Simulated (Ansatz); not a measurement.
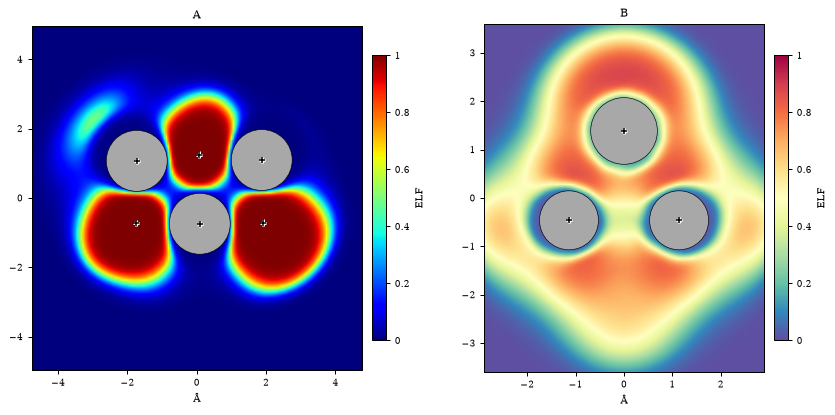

The ELF of 2 systems, each on a plane through atoms (crosses mark nuclei in the plane; grey discs cover the cores).

Method: Ansatz 0.2.0, UKS PBE0-D4/def2-TZVP.

System 1: H$_{7}$Li$_{6}$ (doublet), the plane of atoms H7, Li2 and H10. Geometry: PBE0-D4/def2-TZVP.

```xyz
13

Li   -1.2695    0.1786   -1.2469
Li    1.2023   -0.3233   -2.0247
Li    2.2617    0.0000    1.4059
Li    0.3237   -1.1987    0.2271
Li    0.8276    1.5738   -0.0135
Li   -0.0291    0.4753    2.1289
H    -0.2350   -1.2644   -1.5177
H    -3.2148   -0.4311   -1.1060
H    -0.7224    0.4672    0.4446
H     1.8601   -0.0656   -0.3678
H    -3.2852    0.1163   -1.6179
H     0.9078   -1.0671    1.9619
H     1.3727    1.5391    1.7261
```

System 2: Be$_{3}$Se$_{2}$ (charge +1, doublet), the plane of atoms Be1, Se4 and Be2. Geometry: PBE-D4/def2-SVP.

```json
{"atom": "Be", "x (Å)": "-0.4114", "y (Å)": "-0.8810", "z (Å)": "-0.8838"}
{"atom": "Be", "x (Å)": "0.5886", "y (Å)": "1.1050", "z (Å)": "-0.3987"}
{"atom": "Be", "x (Å)": "-0.1771", "y (Å)": "-0.2238", "z (Å)": "1.2826"}
{"atom": "Se", "x (Å)": "-1.5331", "y (Å)": "0.7899", "z (Å)": "-0.0739"}
{"atom": "Se", "x (Å)": "1.5329", "y (Å)": "-0.7902", "z (Å)": "0.0738"}
```

Q: Match each panel to its system.

A: Panel A is system 1, H$_{7}$Li$_{6}$: the plane holds Li and H. Panel B is system 2, Be$_{3}$Se$_{2}$: the plane holds Be and Se. Be–Se (2.17 Å): the ELF peaks at about 0.80 in the valence shell of Se, 1.2 Å from its nucleus, and is about 0.80 at the midpoint.
